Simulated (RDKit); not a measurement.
# Single-point calculation of CF₂

- system: CF₂, SMILES F[C]F
- method: UFF (RDKit 2026.09.1)

The geometry comes from this level: GFN2-xTB.

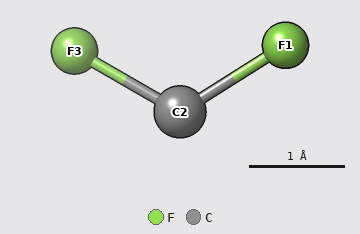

**Figure 1.** The structure as given in the input (ball-and-stick view, seen at a tilt; atoms are numbered from 1 in the order of the input).

Input (ff.py)
```python
import json
import numpy as np
from rdkit import Chem
from rdkit.Chem import AllChem
from rdkit.Chem import rdDetermineBonds

m = Chem.MolFromXYZFile("mol.xyz")
rdDetermineBonds.DetermineBonds(m, charge=0)
print("perceived SMILES:", Chem.MolToSmiles(Chem.RemoveHs(m)))
symbols = [a.GetSymbol() for a in m.GetAtoms()]
start = m.GetConformer().GetPositions().copy()

ff = AllChem.UFFGetMoleculeForceField(m)
e = ff.CalcEnergy()
g = np.array(ff.CalcGrad()).reshape(-1, 3)
print(f"UFF energy {e:.5f} kcal/mol, gradient norm {np.linalg.norm(g):.4f} kcal/mol/angstrom")
json.dump(dict(symbols=symbols, start=start.tolist(), energy=e, gradient=g.tolist()), open("results.json", "w"))
```

File mol.xyz
```
3

F      0.396940     1.032800     0.332770
C      0.326820    -0.272180     0.149730
F     -0.723760    -0.760620    -0.482500
```

Launched with:
```bash
python ff.py
```

Output
```
perceived SMILES: F[C]F
UFF energy 5.80013 kcal/mol, gradient norm 124.9290 kcal/mol/angstrom
```

Results in brief

```json
{"quantity": "outcome", "value": "converged"}
{"quantity": "total energy", "value": "0.009243 hartree"}
{"quantity": "largest force", "value": "4.129 eV/Å"}
{"quantity": "hardware", "value": "1 thread of AMD EPYC (Zen 5), 192 GiB of memory available, shared host"}
{"quantity": "peak memory", "value": "0.073 GiB"}
```
